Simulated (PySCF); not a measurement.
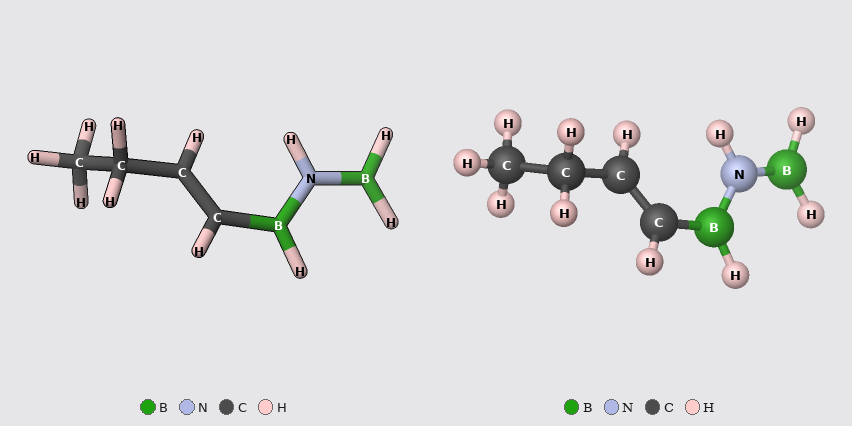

Both panels show the same species.

The geometry was computed by an optimisation with GFN2-xTB. No frequency run is at hand to confirm it as a minimum.

Describe the molecule.

The molecule is C₄H₁₁B₂N. As SMILES it reads `BNB/C=C/CC`. It has no ring. Among its groups: alkene, B–H bond. The point group is C1. Coordination: 2 B trigonal planar; 1 N trigonal planar; 2 C trigonal planar; 2 C tetrahedral.

More results for the same structure follow; atom numbers are the same in all pictures, views and colours differ.

## Geometry

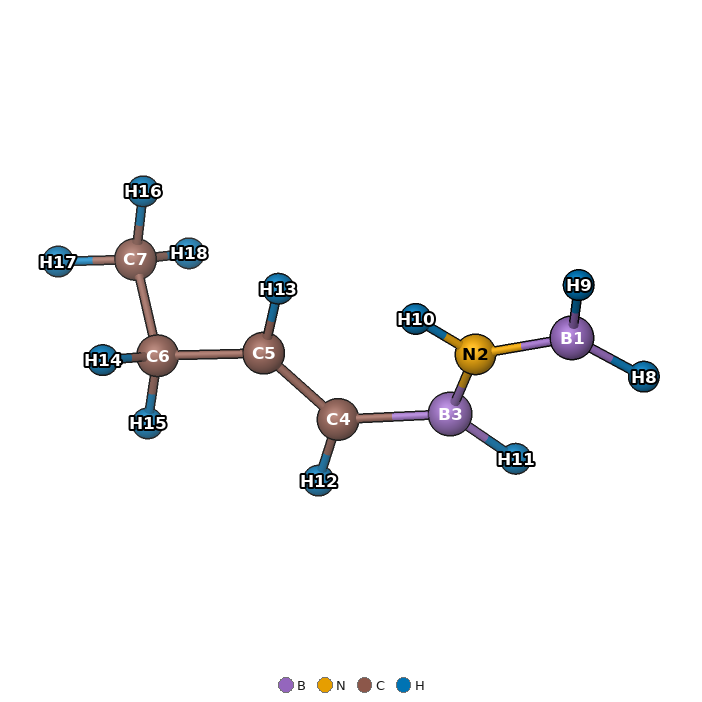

Atoms carry their numbers in the input. No frequency run is at hand to confirm it as a minimum.

List the bonds and their lengths. Leave out bonds to hydrogen.

```tsv
bond	length (Å)	order
B1–N2	1.404	single
N2–B3	1.417	single
B3–C4	1.554	single
C4–C5	1.334	double
C5–C6	1.494	single
C6–C7	1.530	single
```

## Dipole moment

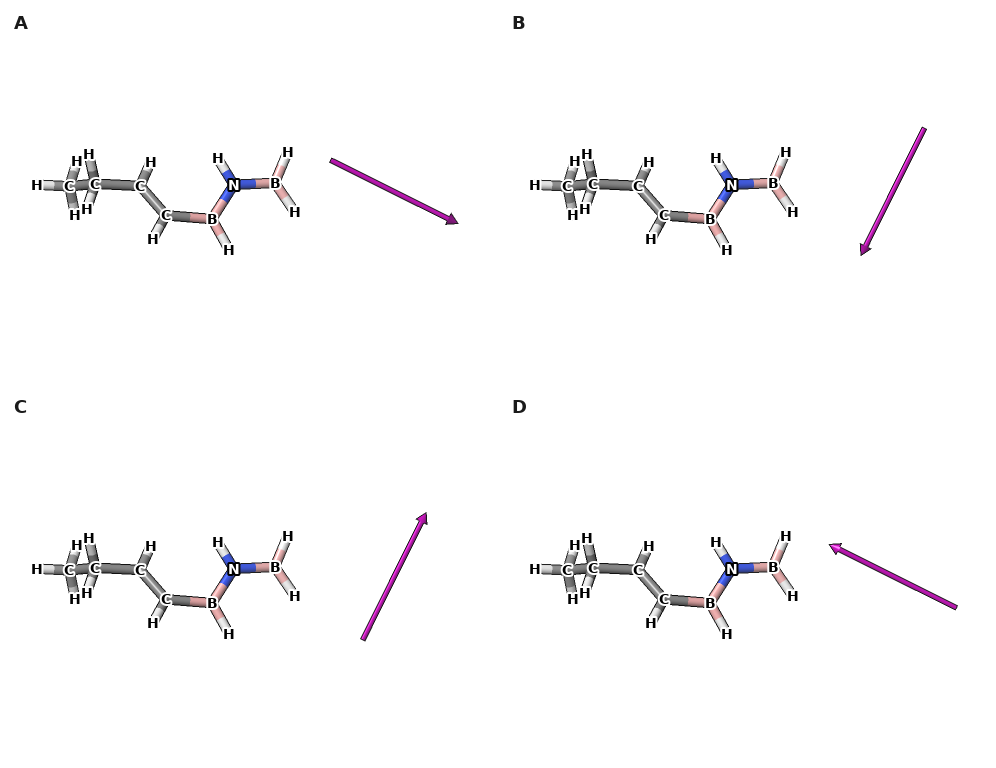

The same molecule four times, each with an arrow. No frequency run is at hand to confirm it as a minimum. Method: B3LYP/def2-SVPD, gas phase (PySCF 2.14.0).

Which arrow points along the dipole moment, from the negative to the positive end?

Answer. D. The dipole moment is 2.57 D.

## Polarisability

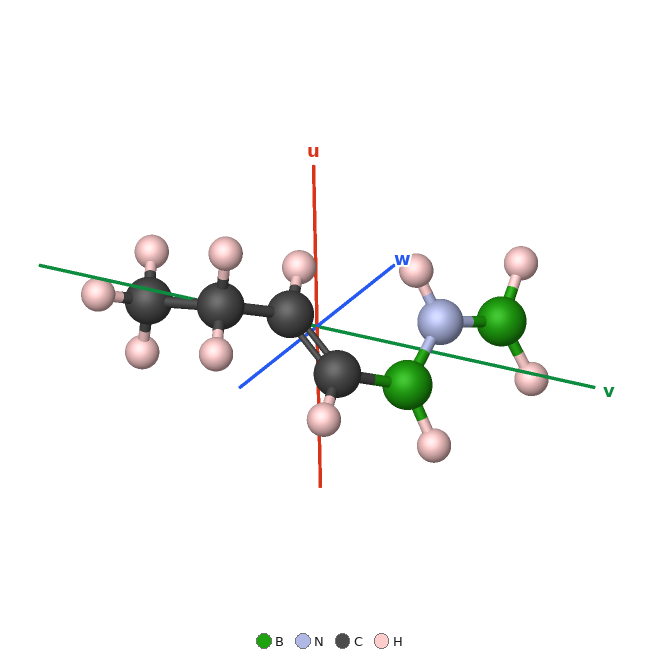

The lines u, v and w are the principal axes of the static dipole polarisability. No frequency run is at hand to confirm it as a minimum. Computed with B3LYP/def2-SVPD (PySCF 2.14.0).

Along which axis is the molecule most polarisable, and along which least?

Answer. Most along v, least along w.

Give the three principal values.

Answer. u 82.6, v 124.0, w 65.1 bohr³; mean 90.5, anisotropy 52.5 bohr³.

## Excitation

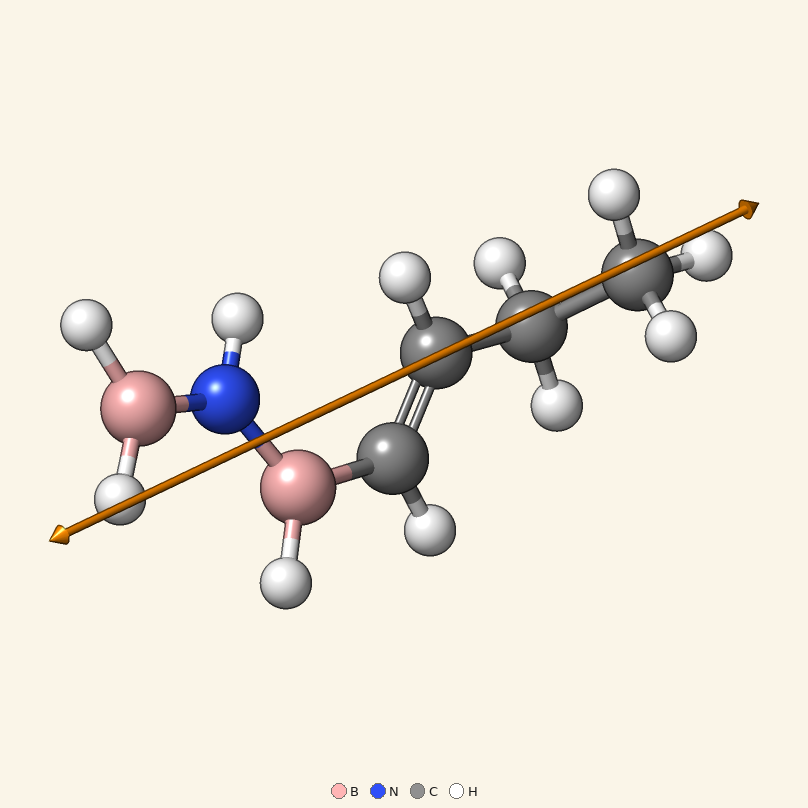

The double arrow shows the direction of the transition dipole to excited singlet state 1 (its length means nothing). No frequency run is at hand to confirm it as a minimum. Method: TDDFT B3LYP/def2-SVPD, vertical, gas phase, core orbitals frozen in the response (PySCF 2.14.0).

Give its energy, strength and character.

Answer. 5.35 eV (232 nm), oscillator strength 0.44, mainly HOMO → LUMO (weight 0.95); transition dipole 4.64 D.

The geometry is semi-empirical. Around B such bond lengths and angles can be off by a tenth of an ångström or more and by several degrees, and values that hang on the shape move with them.
